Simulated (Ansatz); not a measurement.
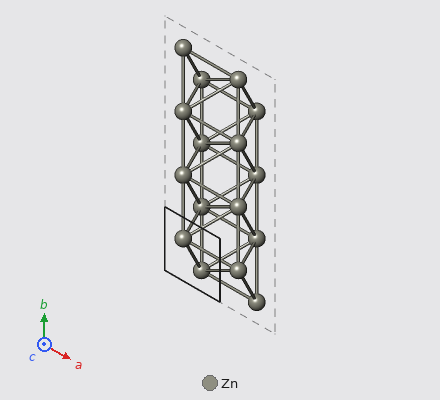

The structure, seen along [001]; the drawing may span several cells.

Structure (in its standard cell), coordinates from a relaxation with DFT LDA, scalar-relativistic, plane waves, PAW in Ansatz 0.2.0:

```
Zn
1.0
     2.55234    0.00000    0.00000
    -1.27617    2.21039    0.00000
     0.00000    0.00000    4.84536
Zn
2
Cartesian
  0.0000 1.4736 3.6340
  1.2762 0.7368 1.2113
```

### Predict the [001] zone-axis pattern (100 kV, kinematic, B = 0.5 Å²).

The spots form a hexagonal net with both shortest vectors at d = 2.21 Å, 60.0° apart. They are 1 -1 0 and 1 0 0. The pattern has symmetry 6mm. No reflection of this zone is absent.

Strongest reflections with d > 0.80 Å, one of each family (|F|² from tabulated Gaussian fits of the electron scattering factors, times a small damping for the curvature of the Ewald sphere):

```json
{"hkl": "2 -1 0", "d (Å)": "1.276", "I (strongest = 100)": "100"}
{"hkl": "1 0 0", "d (Å)": "2.210", "I (strongest = 100)": "74"}
{"hkl": "2 0 0", "d (Å)": "1.105", "I (strongest = 100)": "18"}
{"hkl": "3 -1 0", "d (Å)": "0.835", "I (strongest = 100)": "7"}
```

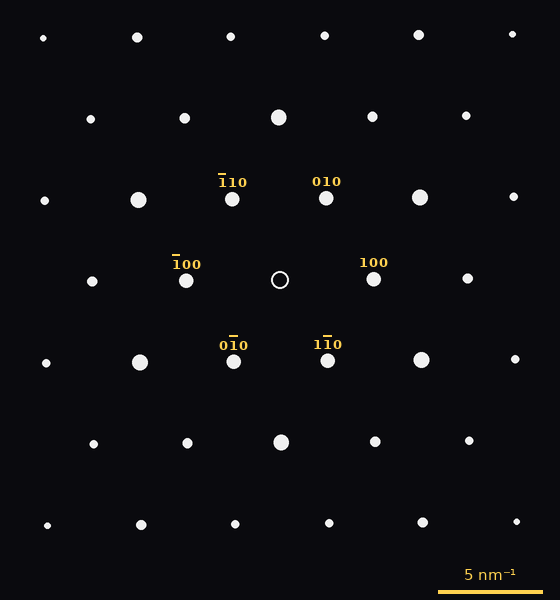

Calculated pattern, seen from the source side with [001] pointing towards the source.
